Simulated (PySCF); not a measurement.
**BH4O− (SMILES [BH3-]O): levels of theory compared**

Aim: a comparison of 6 runs (B3LYP/STO-6G, PBE0/STO-6G, MP2/STO-6G, CCSDT(Q)/STO-6G, CCSDTQ/STO-6G, CCSD(T)/STO-6G) of BH4O−. 

The calculation is run with PySCF 2.14.0.

2 further runs of the same task are left out: 2 set aside as unsound or not needed.

**1. Starting point**

BH4O− has 6 atoms, charge -1, and is taken as a singlet. SMILES: `[BH3-]O`. The B1–H5 distance was set to 1.496 Å, away from the relaxed value.

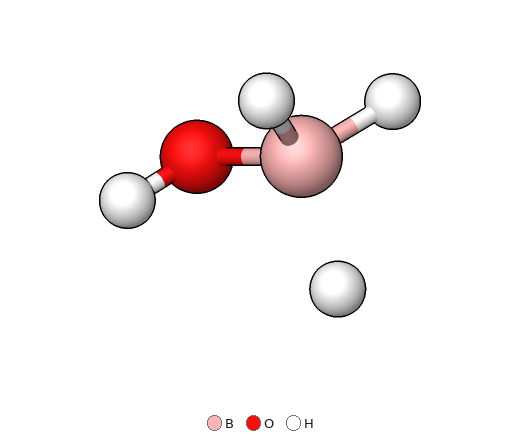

Viewed from a chosen angle; boron pink, oxygen red, hydrogen white.

**2. A single-point energy at B3LYP/STO-6G (run 1)**

calc.py

```python
from pyscf import gto, dft

mol = gto.M(
    atom='''
B    0.068179   0.006064  -0.413498
O    0.129299   1.195934   0.506902
H    1.205589  -0.470766  -0.596818
H   -0.399451   0.374914  -1.476348
H   -0.789000  -1.072510   0.169030
H    0.499619   0.865074   1.325352
''',
    verbose=3,
    max_memory=1860,
    charge=-1,
    basis='sto-6g',
)

myscf = dft.RKS(mol, xc='b3lyp')
myscf.conv_tol = 1e-10
myscf.grids.level = 5
myscf.kernel()
if not myscf.converged:
    myscf = myscf.newton().run(myscf.mo_coeff, myscf.mo_occ)

energy = myscf.e_tot
print(f'total energy: {energy:.8f} hartree')
```

Started as:

```bash
$ OMP_NUM_THREADS=1 python calc.py
```

What it wrote:

```text
converged SCF energy = -101.979613931719
total energy: -101.97961393 hartree
```

Wall time 4.8 s (1 thread of Intel Xeon Platinum 8259CL at 2.50GHz (Skylake/Cascade Lake), shared host); peak memory 0.18 GiB.

**3. A single-point energy at PBE0/STO-6G (run 2)**

mol.xyz

```xyz
6

B      0.068179     0.006064    -0.413498
O      0.129299     1.195934     0.506902
H      1.205589    -0.470766    -0.596818
H     -0.399451     0.374914    -1.476348
H     -0.789000    -1.072510     0.169030
H      0.499619     0.865074     1.325352
```

run.py

```python
from pyscf import gto, dft

mol = gto.M(
    atom='mol.xyz',
    max_memory=1860,
    basis='sto-6g',
    verbose=4,
    charge=-1,
)

ks = dft.RKS(mol, xc='pbe0')
ks.conv_tol = 1e-10
ks.grids.level = 5
ks.kernel()
if not ks.converged:
    ks = ks.newton().run(ks.mo_coeff, ks.mo_occ)

e_final = ks.e_tot
print('E = %.10f Eh' % e_final)
```

Started as:

```bash
$ OMP_NUM_THREADS=1 python run.py
```

What it wrote:

```text
PySCF version 2.14.0

[INPUT] num. atoms = 6
[INPUT] num. electrons = 18
[INPUT] charge = -1
[INPUT] spin (= nelec alpha-beta = 2S) = 0
[INPUT] symmetry False subgroup None
[INPUT] Mole.unit = angstrom
[INPUT] Symbol           X                Y                Z      unit          X                Y                Z       unit  Magmom
[INPUT]  1 B      0.068179000000   0.006064000000  -0.413498000000 AA    0.128839637447   0.011459299219  -0.781397973055 Bohr   0.0
[INPUT]  2 O      0.129299000000   1.195934000000   0.506902000000 AA    0.244339698180   2.259987723056   0.957905951994 Bohr   0.0
[INPUT]  3 H      1.205589000000  -0.470766000000  -0.596818000000 AA    2.278233028788  -0.889618808757  -1.127822566211 Bohr   0.0
[INPUT]  4 H     -0.399451000000   0.374914000000  -1.476348000000 AA   -0.754852990184   0.708484780265  -2.789893384549 Bohr   0.0
[INPUT]  5 H     -0.789000000000  -1.072510000000   0.169030000000 AA   -1.490993912282  -2.026750165857   0.319420406835 Bohr   0.0
[INPUT]  6 H      0.499619000000   0.865074000000   1.325352000000 AA    0.944143076629   1.634752937482   2.504552298645 Bohr   0.0

nuclear repulsion = 32.7052516766371
number of shells = 10
number of NR pGTOs = 84
number of NR cGTOs = 14
basis = sto-6g
ecp = {}

******** <class 'pyscf.dft.rks.RKS'> ********
method = RKS
initial guess = minao
damping factor = 0
level_shift factor = 0
DIIS = <class 'pyscf.scf.diis.CDIIS'>
diis_start_cycle = 1
diis_space = 8
diis_damp = 0
SCF conv_tol = 1e-10
SCF conv_tol_grad = None
SCF max_cycles = 50
direct_scf = True
direct_scf_tol = 1e-13
XC library pyscf.dft.libxc version 7.0.0
    S. Lehtola, C. Steigemann, M. J.T. Oliveira, and M. A.L. Marques.,  SoftwareX 7, 1–5 (2018)
XC functionals = pbe0
radial grids:
    Treutler-Ahlrichs [JCP 102, 346 (1995); DOI:10.1063/1.469408] (M4) radial grids

becke partition: Becke, JCP 88, 2547 (1988); DOI:10.1063/1.454033
pruning grids: <function nwchem_prune>
grids dens level: 5
symmetrized grids: False
atomic radii adjust function: <function treutler_atomic_radii_adjust>
small_rho_cutoff = 0
Set gradient conv threshold to 1e-05
Initial guess from minao.
tot grids = 180296
init E= -101.765286726149
  HOMO = -0.259545573499202  LUMO = 0.232089495609445  gap/eV = 13.37807
cycle= 1 E= -101.766212860743  delta_E= -0.000926  |g|= 0.493  |ddm|= 2.54
  HOMO = 0.313955861895612  LUMO = 0.660825731623837  gap/eV = 9.43881
cycle= 2 E= -101.79169776709  delta_E= -0.0255  |g|= 0.44  |ddm|= 1.31
  HOMO = 0.16196685302851  LUMO = 0.651431560994015  gap/eV = 13.31901
cycle= 3 E= -101.853788535099  delta_E= -0.0621  |g|= 0.0258  |ddm|= 0.628
  HOMO = 0.161203612736448  LUMO = 0.647952423528309  gap/eV = 13.24511
cycle= 4 E= -101.853996736958  delta_E= -0.000208  |g|= 0.00962  |ddm|= 0.0487
  HOMO = 0.161684679239265  LUMO = 0.649489721688185  gap/eV = 13.27385
cycle= 5 E= -101.854031473071  delta_E= -3.47e-05  |g|= 0.000919  |ddm|= 0.0151
  HOMO = 0.161612457091339  LUMO = 0.649548044519723  gap/eV = 13.27740
cycle= 6 E= -101.854031935598  delta_E= -4.63e-07  |g|= 9.3e-05  |ddm|= 0.00215
  HOMO = 0.161605267895407  LUMO = 0.649529807724253  gap/eV = 13.27710
cycle= 7 E= -101.854031940603  delta_E= -5.01e-09  |g|= 8.77e-06  |ddm|= 0.00021
  HOMO = 0.161608462075861  LUMO = 0.649531932631436  gap/eV = 13.27707
cycle= 8 E= -101.854031940643  delta_E= -4e-11  |g|= 6.35e-07  |ddm|= 2.11e-05
  HOMO = 0.161608525059913  LUMO = 0.649531784545847  gap/eV = 13.27707
Extra cycle  E= -101.854031940644  delta_E= -3.41e-13  |g|= 2.96e-07  |ddm|= 1.49e-06
converged SCF energy = -101.854031940644
E = -101.8540319406 Eh
```

Run time: 4.2 s. Hardware: 1 thread of Intel Xeon Platinum 8259CL at 2.50GHz (Skylake/Cascade Lake), shared host; peak memory 0.18 GiB.

Runs 3 to 5 aren't shown in full; the table further down has their settings and results.

**4. The energy at CCSD(T)/STO-6G (run 6)**

input.py

```python
from pyscf import gto, cc

mol = gto.M(
    atom='''
B      0.128840     0.011459    -0.781398
O      0.244340     2.259988     0.957906
H      2.278233    -0.889619    -1.127823
H     -0.754853     0.708485    -2.789893
H     -1.490994    -2.026750     0.319420
H      0.944143     1.634753     2.504552
''',
    unit='bohr',
    max_memory=1860,
    charge=-1,
    verbose=4,
    basis='sto-6g',
)

mf = mol.RHF()
mf.conv_tol = 1e-10
mf.kernel()
if not mf.converged:
    mf = mf.newton().run(mf.mo_coeff, mf.mo_occ)

mycc = cc.CCSD(mf, frozen=2)
mycc.kernel()
e_t = mycc.ccsd_t()
e_final = mycc.e_tot + e_t
print('E(%s) = %.9f' % ('CCSD(T)', e_final))
```

Started as:

```bash
$ OMP_NUM_THREADS=1 python input.py
```

What it wrote:

```text
PySCF version 2.14.0

[INPUT] num. atoms = 6
[INPUT] num. electrons = 18
[INPUT] charge = -1
[INPUT] spin (= nelec alpha-beta = 2S) = 0
[INPUT] symmetry False subgroup None
[INPUT] Mole.unit = bohr
[INPUT] Symbol           X                Y                Z      unit          X                Y                Z       unit  Magmom
[INPUT]  1 B      0.068179191855   0.006063841660  -0.413498014258 AA    0.128840000000   0.011459000000  -0.781398000000 Bohr   0.0
[INPUT]  2 O      0.129299159716   1.195934146553   0.506902025404 AA    0.244340000000   2.259988000000   0.957906000000 Bohr   0.0
[INPUT]  3 H      1.205588984766  -0.470766101201  -0.596818229551 AA    2.278233000000  -0.889619000000  -1.127823000000 Bohr   0.0
[INPUT]  4 H     -0.399451005195   0.374914116279  -1.476347796505 AA   -0.754853000000   0.708485000000  -2.789893000000 Bohr   0.0
[INPUT]  5 H     -0.789000046418  -1.072509912232   0.169029784712 AA   -1.490994000000  -2.026750000000   0.319420000000 Bohr   0.0
[INPUT]  6 H      0.499618959450   0.865074033083   1.325351841964 AA    0.944143000000   1.634753000000   2.504552000000 Bohr   0.0

nuclear repulsion = 32.7052505319229
number of shells = 10
number of NR pGTOs = 84
number of NR cGTOs = 14
basis = sto-6g
ecp = {}

******** <class 'pyscf.scf.hf.RHF'> ********
method = RHF
initial guess = minao
damping factor = 0
level_shift factor = 0
DIIS = <class 'pyscf.scf.diis.CDIIS'>
diis_start_cycle = 1
diis_space = 8
diis_damp = 0
SCF conv_tol = 1e-10
SCF conv_tol_grad = None
SCF max_cycles = 50
direct_scf = True
direct_scf_tol = 1e-13
Set gradient conv threshold to 1e-05
[... 1 set-up line as earlier in the session ...]
init E= -101.172806486575
  HOMO = -0.241162582187816  LUMO = 0.406884861233753  gap/eV = 17.63427
cycle= 1 E= -101.276563538095  delta_E= -0.104  |g|= 0.451  |ddm|= 2.47
  HOMO = 0.0882415538725547  LUMO = 0.849615989261035  gap/eV = 20.71805
cycle= 2 E= -101.353574566967  delta_E= -0.077  |g|= 0.0907  |ddm|= 0.732
  HOMO = -0.00986558498686496  LUMO = 0.851324001728981  gap/eV = 23.43416
cycle= 3 E= -101.356737599765  delta_E= -0.00316  |g|= 0.02  |ddm|= 0.138
  HOMO = -0.0135538656389305  LUMO = 0.845045447723446  gap/eV = 23.36368
cycle= 4 E= -101.356966521839  delta_E= -0.000229  |g|= 0.00204  |ddm|= 0.0447
  HOMO = -0.0131390372984479  LUMO = 0.846253318977463  gap/eV = 23.38526
cycle= 5 E= -101.356968615453  delta_E= -2.09e-06  |g|= 0.000317  |ddm|= 0.004
  HOMO = -0.0131955762580496  LUMO = 0.846208182977802  gap/eV = 23.38557
cycle= 6 E= -101.356968677348  delta_E= -6.19e-08  |g|= 3.39e-05  |ddm|= 0.000758
  HOMO = -0.0132069456987882  LUMO = 0.846205376754817  gap/eV = 23.38580
cycle= 7 E= -101.35696867814  delta_E= -7.92e-10  |g|= 8.5e-06  |ddm|= 8.75e-05
  HOMO = -0.013206750010005  LUMO = 0.846205406883259  gap/eV = 23.38580
cycle= 8 E= -101.356968678196  delta_E= -5.68e-11  |g|= 1.26e-06  |ddm|= 2.71e-05
  HOMO = -0.0132068934986076  LUMO = 0.8462055224319  gap/eV = 23.38580
Extra cycle  E= -101.356968678197  delta_E= -9.09e-13  |g|= 5.26e-07  |ddm|= 2.57e-06
converged SCF energy = -101.356968678197

******** <class 'pyscf.cc.ccsd.CCSD'> ********
CC2 = 0
CCSD nocc = 7, nmo = 12
frozen orbitals 2
max_cycle = 50
direct = 0
conv_tol = 1e-07
conv_tol_normt = 1e-05
diis_space = 6
diis_start_cycle = 0
diis_start_energy_diff = 1e+09
Init t2, MP2 energy = -101.43843426988  E_corr(MP2) -0.0814655916824327
Init E_corr(CCSD) = -0.081465591682565
cycle = 1  E_corr(CCSD) = -0.101178774816966  dE = -0.0197131831  norm(t1,t2) = 0.0452789
cycle = 2  E_corr(CCSD) = -0.107949791549661  dE = -0.00677101673  norm(t1,t2) = 0.0167677
cycle = 3  E_corr(CCSD) = -0.111648639287298  dE = -0.00369884774  norm(t1,t2) = 0.00665724
cycle = 4  E_corr(CCSD) = -0.11183676164128  dE = -0.000188122354  norm(t1,t2) = 0.00112933
cycle = 5  E_corr(CCSD) = -0.11182824146522  dE = 8.52017606e-06  norm(t1,t2) = 0.000452106
cycle = 6  E_corr(CCSD) = -0.111833347299812  dE = -5.10583459e-06  norm(t1,t2) = 7.08766e-05
cycle = 7  E_corr(CCSD) = -0.111833404189242  dE = -5.68894302e-08  norm(t1,t2) = 2.15453e-05
cycle = 8  E_corr(CCSD) = -0.111833393824594  dE = 1.0364648e-08  norm(t1,t2) = 6.02979e-06
CCSD converged
E(CCSD) = -101.4688020720218  E_corr = -0.1118333938245943
CCSD(T) correction = -0.0011027374444966
E(CCSD(T)) = -101.469904809
```

It took 1.1 s on 1 thread of Intel Xeon Platinum 8259CL at 2.50GHz (Skylake/Cascade Lake), shared host; peak memory 0.12 GiB.

**5. The series**

```csv
run,level,integration grid,frozen core orbitals,energy (Eh),HOMO energy (eV),LUMO energy (eV),HOMO–LUMO gap (eV),wall time
1,B3LYP/STO-6G,5,–,-101.979614,4.65,17.18,12.53,4.8 s
2,PBE0/STO-6G,5,–,-101.854032,4.40,17.67,13.28,4.2 s
3,MP2/STO-6G,–,2,-101.438434,-0.36,23.03,23.39,1.1 s
4,CCSDT(Q)/STO-6G,–,2,-101.470160,-0.36,23.03,23.39,2.8 s
5,CCSDTQ/STO-6G,–,2,-101.470148,-0.36,23.03,23.39,19 s
6,CCSD(T)/STO-6G,–,2,-101.469905,-0.36,23.03,23.39,1.1 s
```

**6. Outcome**

| quantity | value |
| --- | --- |
| run 6: total energy | -101.46990 Eh |
| run 6: HOMO energy (Hartree–Fock orbitals) | -0.36 eV |
| run 6: LUMO energy (Hartree–Fock orbitals) | 23.03 eV |
| run 6: HOMO–LUMO gap (to an unbound level, set by the basis) | 23.39 eV |
| run 6: correlation energy (2 core orbitals frozen) | -112.9 mEh |
| run 6: (T) correction | -1.10 mEh |
| run 6: T1 diagnostic | 0.008 |

Totals of different functionals can't be ranked against each other. In runs 1, 2 the HOMO lies above zero, so the outermost electron may be held by the basis alone. In runs 1, 2, 3, 4, 5, 6 the basis is minimal, so the values are rough. All runs together took 33 s, the longest 19 s.
